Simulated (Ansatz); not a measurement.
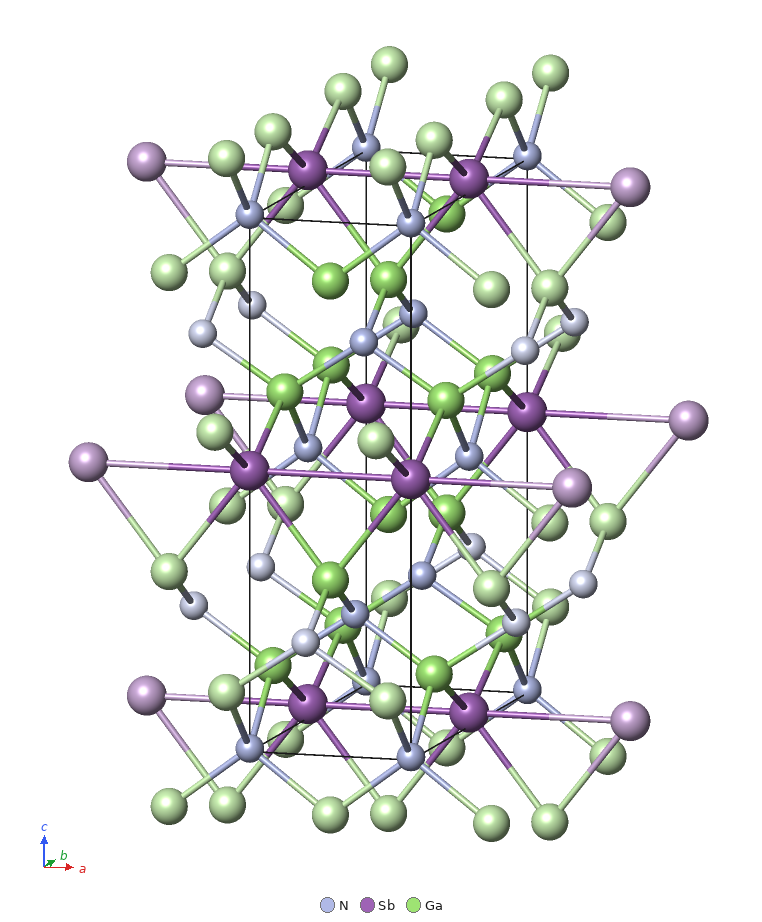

An orthographic ball-and-stick view of the structure, slightly off an axis. The conventional unit cell is drawn as a box. Atoms just outside the outline that bond to atoms inside are added, in fainter colours.

Ga$_{4}$SbN$_{3}$, space group Amm2 (No. 38), a = 3.224 Å, b = 7.696 Å, c = 10.379 Å, α = 90.00°, β = 90.00°, γ = 90.00°. Provenance: a structure type filled with these elements by a generator (whether the compound takes this form wasn't checked). Earlier steps of the study, as a rule a relaxation of our own, may have changed the cell and positions, so they can lie some per cent off the listed ones. Ansatz was used for an electronic-structure calculation on it.

This one geometry was computed with Ansatz (DFT, plane waves, PAW) at three levels of theory: r2SCAN, PBE and PBE with spin-orbit coupling. It was relaxed beforehand with r2SCAN.

Which level gives the highest pressure at this volume, and what does that say about its equilibrium volume?

Highest: PBE (3.8 GPa) and PBE with spin-orbit coupling (3.8 GPa), which points to the largest equilibrium volume. Lowest, with the smallest volume: r2SCAN (0.0 GPa). Levels within 0.5 GPa of each other can't be told apart.

How does the band gap change with the level of theory?

All levels give a metal, though semilocal functionals underestimate gaps and can close a small one.

Collect the results in a table.

| level | cutoff (eV) | k-mesh of the run's cell | gap (eV) | pressure (GPa) |
| --- | --- | --- | --- | --- |
| r2SCAN | 500 | 8×4×4 | metal | 0.0 |
| PBE | 420 | 8×4×4 | metal | 3.8 |
| PBE with spin-orbit coupling | 420 | 8×4×4 | metal | 3.8 |

Gaps are taken on the k-mesh or band path of each run.
